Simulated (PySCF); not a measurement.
# C$_{4}$H$_{16}$Si$_{3}$ (SiEt2(SiH3)2): what the fields show

```yaml
atoms:
  - { symbol: Si, position_ang: [-0.0074, 0.2121, -0.2610] }
  - { symbol: C, position_ang: [-0.1530, 0.2604, 1.6321] }
  - { symbol: C, position_ang: [-1.5832, 0.2560, 2.1614] }
  - { symbol: H, position_ang: [0.3870, 1.1591, 1.9798] }
  - { symbol: H, position_ang: [0.4078, -0.6027, 2.0315] }
  - { symbol: H, position_ang: [-1.6111, 0.2803, 3.2622] }
  - { symbol: H, position_ang: [-2.1546, 1.1257, 1.7996] }
  - { symbol: H, position_ang: [-2.1328, -0.6438, 1.8408] }
  - { symbol: C, position_ang: [1.8137, 0.1786, -0.7975] }
  - { symbol: C, position_ang: [2.5836, -1.0560, -0.3374] }
  - { symbol: H, position_ang: [2.2879, 1.0986, -0.4116] }
  - { symbol: H, position_ang: [1.8414, 0.2648, -1.8973] }
  - { symbol: H, position_ang: [3.6354, -1.0246, -0.6635] }
  - { symbol: H, position_ang: [2.5864, -1.1508, 0.7599] }
  - { symbol: H, position_ang: [2.1433, -1.9819, -0.7414] }
  - { symbol: Si, position_ang: [-1.0600, 2.0924, -1.1940] }
  - { symbol: H, position_ang: [-0.4746, 3.3624, -0.6532] }
  - { symbol: H, position_ang: [-2.5279, 2.0993, -0.8989] }
  - { symbol: H, position_ang: [-0.8898, 2.1016, -2.6821] }
  - { symbol: Si, position_ang: [-1.1189, -1.6866, -1.0922] }
  - { symbol: H, position_ang: [-0.6965, -2.9306, -0.3699] }
  - { symbol: H, position_ang: [-0.8171, -1.8715, -2.5477] }
  - { symbol: H, position_ang: [-2.6023, -1.5530, -0.9415] }
```

Geometry: PBE0-D3(BJ)/def2-SVP.

All numbers below come from PBE0/pcSseg-1, SCF density, gas phase, non-relativistic in PySCF.

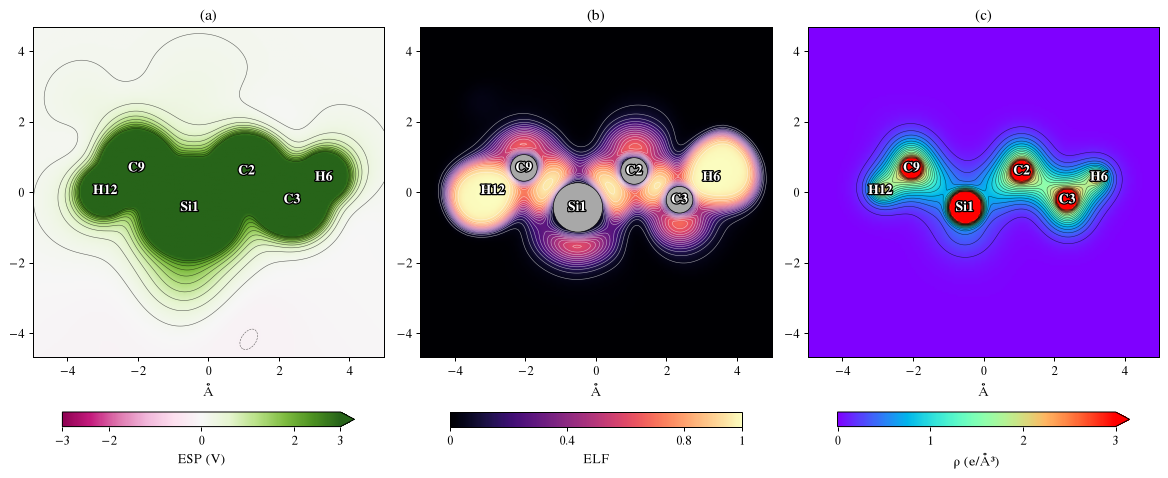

Figure 1. (a) electrostatic potential; (b) ELF; (c) electron density on the plane of atoms Si1, C2 and C3. Grey discs cover the atomic cores in the ELF map.

Q: What does the map show?

A:
- The plane passes through Si, C and H nuclei.
- C–C (1.53 Å): ρ is about 1.6 e/Å³ halfway; the ELF peaks at about 0.95 between the atoms (a covalent bond).
- C–Si (1.90 Å): ρ is about 0.92 e/Å³ halfway; the ELF peaks at about 0.95 between the atoms, as expected for a shared electron pair.
- C–H (1.10 Å): the density is about 1.9 e/Å³ at the midpoint; the ELF climbs to about 1 towards the hydrogen, as it does in any bond to H (an ordinary covalent bond to hydrogen).
- The potential has no marked negative region in this plane.

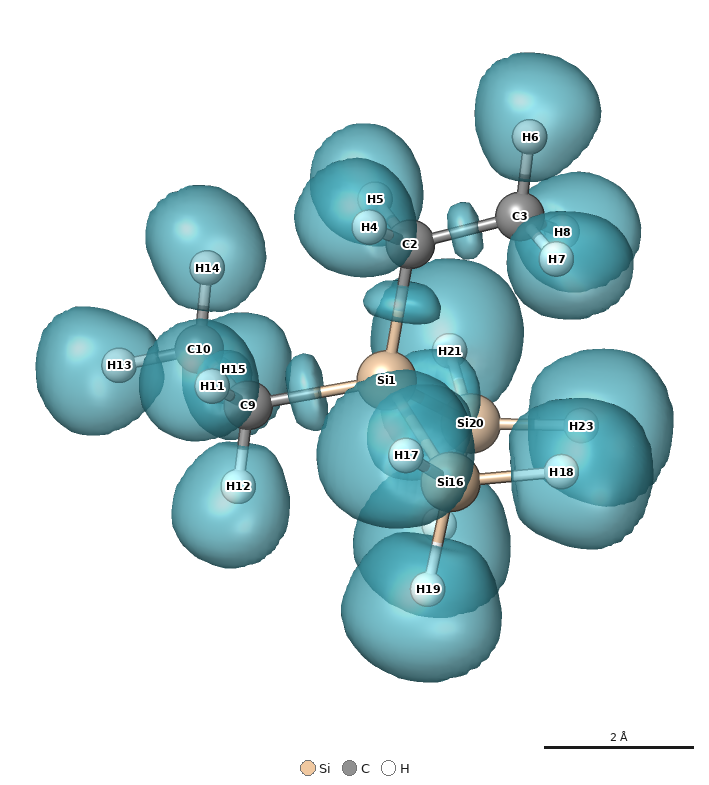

Figure 2. Isosurface of the ELF at 0.85 (cyan), seen at a tilt. Only the valence region is drawn (cores and ρ < 0.01 e/Å³ removed).

Q: Describe the localisation domains.

A: At this value the surface marks out two regions between bonded C–C atoms (shared pairs), two regions between bonded C–Si atoms (shared pairs), two regions between bonded Si–Si atoms (shared pairs) and 16 regions around hydrogen nuclei.

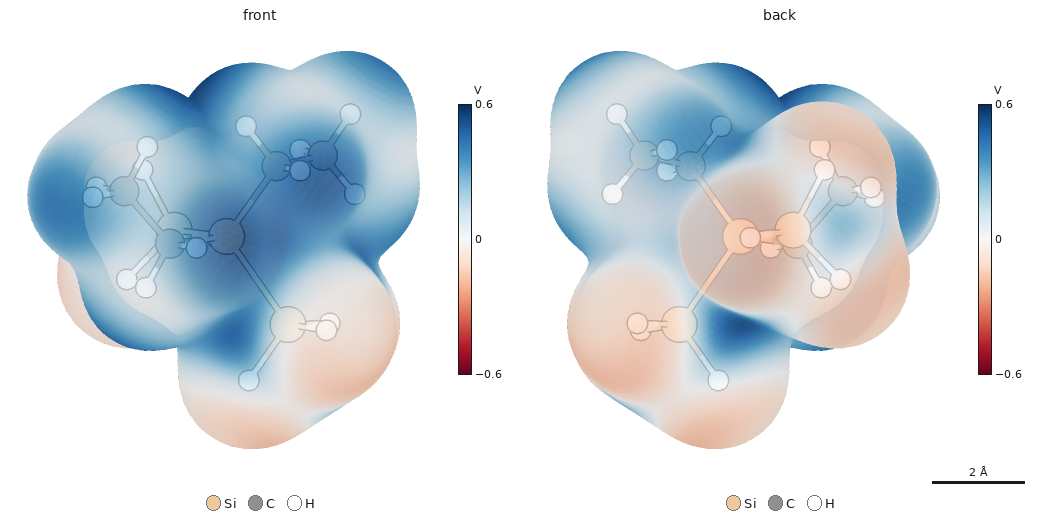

Figure 3. The molecular electrostatic potential painted on the density surface at 0.001 e/bohr³, seen from the front and from behind; the colour scale runs from red (negative) to blue (positive).

Q: Where is the surface potential most negative and most positive?

A: The most negative region (about −0.2 V) lies over the H atoms, the most positive (about +0.5 V) over the H and Si atoms.
